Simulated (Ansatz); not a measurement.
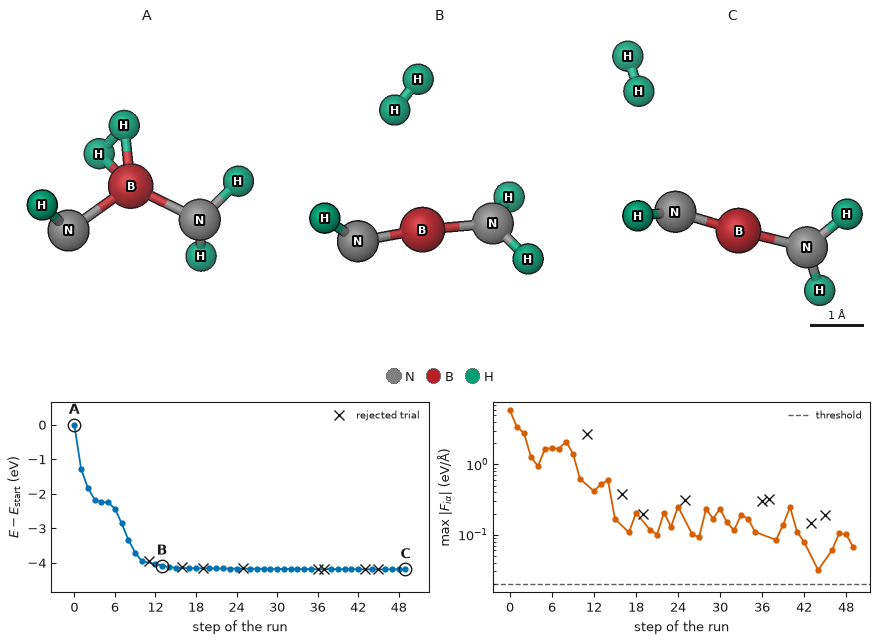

Frames of a relaxation of BN₂H₅, marked on the history of the run. Style: ball-and-stick. Shown at a tilt.

The run prepares an end point of a later path (hydrogen shift) calculation, from a guessed geometry.

Level of theory: RKS B3LYP/6-31G* (Ansatz 0.2.0).

The input:
```yaml
crystal:
  periodic: [false, false, false]
  atoms:
    - { symbol: "N", position_ang: [-0.7481, 0.6081, -0.9762] }
    - { symbol: B, position_ang: [0.075, 0.2593, 0.1922] }
    - { symbol: "N", position_ang: [0.8331, -1.0366, 0.1427] }
    - { symbol: H, position_ang: [-1.4727, -0.0591, -1.0671] }
    - { symbol: H, position_ang: [-1.2636, 1.5464, -0.76] }
    - { symbol: H, position_ang: [0.1569, 0.9882, 1.1346] }
    - { symbol: H, position_ang: [1.8983, -0.787, 0.2929] }
    - { symbol: H, position_ang: [-0.12713, 0.16204, 1.3405] }
basis:
  gaussian: { orbitals: "6-31G*" }
hamiltonian:
  xc: b3lyp
relax:
  f_tol: 0.02
  max_steps: 50
```

Launched with:
```bash
ansatz run input.yaml --threads 1 --pin off --max-ram 2048MiB --backend cpu --events-out ev --progress --plain --runs-dir out
```

> What happens along the run?

The relaxation stopped without meeting its thresholds, so the last structure isn't shown to be converged. It used up its limit of 50 steps. The energy falls by 4.185 eV in 41 accepted moves (49 points after the start). Largest force component: 5.9 eV/Å at the start, 0.068 eV/Å at the end. The line search rejected the trial steps at points 11, 16, 19, 25, 36, 37, 43, 45 of the run. The atom that moves furthest after the best rigid fit is H6 (2.17 Å). Largest moves by element: H 2.17 Å, B 0.98 Å, N 0.67 Å. Some distances before and after: B2–H6 1.194 → 4.130 Å, B2–H8 1.170 → 3.413 Å, B2–N3 1.502 → 1.271 Å, H6–H8 0.898 → 0.746 Å. Bonds break: B2–H6 (1.19 → 4.13 Å), B2–H8 (1.17 → 3.41 Å). Bond angles that change, for instance: N1–B2–N3 117.4° → 172.9°, B2–N3–H7 106.7° → 137.9°, B2–N1–H5 108.1° → 122.5°. Cost: 71 s on 1 thread of Arm Neoverse V1, on a shared host, peak memory 0.11 GiB. From step 0 to 13: H4 moves most (1.06 Å), energy −4.078 eV. From step 13 to 49: H5 moves most (1.53 Å), energy −0.107 eV.
